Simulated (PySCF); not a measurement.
Vertical excitations of a molecule C3H7O, multiplicity 2 from TDA-B3LYP/def2-SVPD in PySCF, as energy in eV (oscillator strength): 4.02 (0.000), 5.53 (0.011), 5.59 (0.005), 6.22 (0.013), 6.43 (0.003), 6.65 (0.001), 6.82 (0.000), 6.92 (0.014), 6.95 (0.021), 7.04 (0.005). Geometry optimised at TPSSh-D3(BJ)/def2-SVP. Other conformers were not sampled.

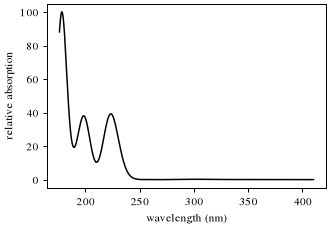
Figure: The lines broadened by 0.4 eV.

Problem. Which molecule gave these data?
A) [CH2]C(C)O
B) C[C](C)O
C) [CH2]COC
D) C[CH]CO

Solution. C, [CH2]COC
